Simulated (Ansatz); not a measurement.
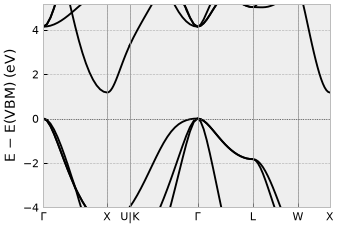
*Band structure from the program Ansatz at the PBE level (PAW)*

Task: Read off the gap and where the band edges lie.

Result: About 1.2 eV (1.17 eV by a search for the band edges); maximum at Γ, minimum at X.

Task: Which compound is it?
A. PbSe, zinc blende
B. Be2C, fluorite or antifluorite type
C. MgS, rock salt
D. AlP, zinc blende

Result: B, Be2C, fluorite or antifluorite type

Space group Fm-3m (fluorite or antifluorite type). The cell was relaxed with PBE under the symmetry of its start.

Potentials: the later of the program's two PAW sets.
